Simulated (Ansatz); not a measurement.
# CH2FO (SMILES [O]CF): UCCSD(T)/STO-3G

What is the vertical electron affinity of CH2FO at UCCSD(T)/STO-3G? 

Program for the calculation: Ansatz 0.2.0.

56 further runs of the same task are left out: 56 set aside as unsound or not needed.

## (1) The molecule

CH2FO: 5 atoms, total charge 0, spin state doublet. SMILES: `[O]CF`. Geometry: relaxed at PBE0-D4/def2-TZVP.

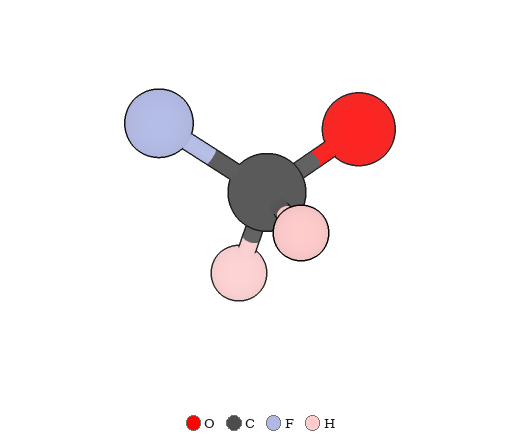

Viewed from a chosen angle; oxygen red, carbon dark grey, fluorine light blue, hydrogen pink.

## (2) A single-point energy at UCCSD(T)/STO-3G

run.yaml reads:

```yaml
crystal:
  periodic: [false, false, false]
  atoms:
    - {symbol: O, position_ang: [-1.122700, 0.202700, 0.610000]}
    - {symbol: C, position_ang: [-0.009600, -0.012300, -0.033000]}
    - {symbol: F, position_ang: [1.105500, -0.174700, 0.757200]}
    - {symbol: H, position_ang: [-0.112900, -0.924800, -0.655200]}
    - {symbol: H, position_ang: [0.189500, 0.835500, -0.720300]}
basis:
  gaussian: {orbitals: STO-3G}
magnetization: {spin_polarized: true, initial_magnetization: 1}
correlation: {method: ccsd_t, frozen_orbitals: {C: 1, F: 1, H: 0, O: 1}}
accuracy: high
scf: {omitted_lower_state_checks: [cluster_reference, increment]}
```

The run is started by

```sh
ansatz run run.yaml --threads 1 --pin off --max-ram 2610MiB --events-out events.jsonl --progress --plain --runs-dir runs
```

Log, cut to the lines that bear on the results:

```text
Warning: RAYON_NUM_THREADS=1 ignored (pool sized by the plan → 1); use --threads N
Functional definition: HF
  name "HF"
[...]
298 factors; integrals over basis functions are off by at most 3.5e-8 eV
[...]
mean field -5725.29009927 eV, -210.4005304070 hartree, gradient 2.6e-8 eV, S^2 0.755310; 4 other end points of the search recorded, 0 dependent functions left out
3 core orbitals not correlated: weight in the atoms' cores, before any rotation towards them, 1.000 or more for the frozen orbitals, at most 0.000 for the correlated occupied ones
reference -5725.29009927 eV, -210.4005304070 hartree; 10, 9 occupied and 4, 5 virtual orbitals, 298 factors
second order -2.15579770 eV of doubles, -0.00000000 eV of singles
cycle   1  -2.61874862 eV  change   -4.6e-1 eV  update   5.8e-2
[...]
cycle  27  -2.90685326 eV  change   9.7e-10 eV  update   2.2e-9
perturbative correction -0.05252088 eV, -0.0019301066 hartree
Total energy: -5728.24947341 eV, -210.5092854007 hartree
Checks for a lower state left out: cluster_reference, increment
```

It took 0.24 s on 1 thread of Arm Neoverse V2, shared host.

## (3) The singlet anion at the same level

input.yaml reads:

```yaml
crystal:
  periodic: [false, false, false]
  atoms:
    - {symbol: O, position_ang: [-1.122700, 0.202700, 0.610000]}
    - {symbol: C, position_ang: [-0.009600, -0.012300, -0.033000]}
    - {symbol: F, position_ang: [1.105500, -0.174700, 0.757200]}
    - {symbol: H, position_ang: [-0.112900, -0.924800, -0.655200]}
    - {symbol: H, position_ang: [0.189500, 0.835500, -0.720300]}
basis:
  gaussian: {orbitals: STO-3G}
total_charge: -1
correlation: {method: ccsd_t, frozen_orbitals: {C: 1, F: 1, H: 0, O: 1}}
accuracy: high
scf: {omitted_lower_state_checks: [cluster_reference, increment]}
```

The run is started by

```sh
ansatz run input.yaml --threads 1 --pin off --max-ram 2610MiB --events-out events.jsonl --progress --plain --runs-dir runs
```

Log, cut to the lines that bear on the results:

```text
Warning: RAYON_NUM_THREADS=1 ignored (pool sized by the plan → 1); use --threads N
[... 2 set-up lines as earlier in the session ...]
[...]
298 factors; integrals over basis functions are off by at most 3.5e-8 eV
[...]
mean field -5719.28255867 eV, -210.1797573622 hartree, gradient 2.5e-8 eV, S^2 0.000000; 0 other end points of the search recorded, 0 dependent functions left out
3 core orbitals not correlated: weight in the atoms' cores, before any rotation towards them, 1.000 or more for the frozen orbitals, at most 0.000 for the correlated occupied ones
reference -5719.28255867 eV, -210.1797573622 hartree; 10, 10 occupied and 4, 4 virtual orbitals, 298 factors
second order -2.47314604 eV of doubles, -0.00000000 eV of singles
cycle   1  -2.83973648 eV  change   -3.7e-1 eV  update   7.5e-2
[...]
cycle  19  -3.12447455 eV  change  -9.3e-10 eV  update  3.7e-10
perturbative correction -0.11294836 eV, -0.0041507757 hartree
Total energy: -5722.51998158 eV, -210.2987304599 hartree
Checks for a lower state left out: cluster_reference, increment
```

Wall time 0.12 s (1 thread of Arm Neoverse V2, shared host).

## (4) Summary of results

At UCCSD(T)/STO-3G, 3 core orbitals frozen:

| quantity | value |
| --- | --- |
| doublet CH2FO: total energy | -210.50929 Eh |
| doublet CH2FO: correlation energy (3 core orbitals frozen) | -108.8 mEh |
| doublet CH2FO: (T) correction | -1.93 mEh |
| doublet CH2FO: ⟨S²⟩ of the reference determinant | 0.755 |
| doublet CH2FO: T1 diagnostic | 0.010 |
| singlet anion: total energy | -210.29873 Eh |
| singlet anion: correlation energy (3 core orbitals frozen) | -119.0 mEh |
| singlet anion: (T) correction | -4.15 mEh |
| singlet anion: T1 diagnostic | 0.014 |
| vertical electron affinity (to the singlet anion) | -5.729 eV |

**Reading.** The anion lies 5.73 eV (553 kJ/mol) above the neutral: the electron isn't bound at this level, and such a value depends on the basis. Without diffuse functions anions come out too high. In a minimal basis such a difference can be off by several eV, whatever the method. The triples (doublet CH2FO) make up 1.8 % of the correlation energy. The triples (singlet anion) make up 3.5 % of the correlation energy.
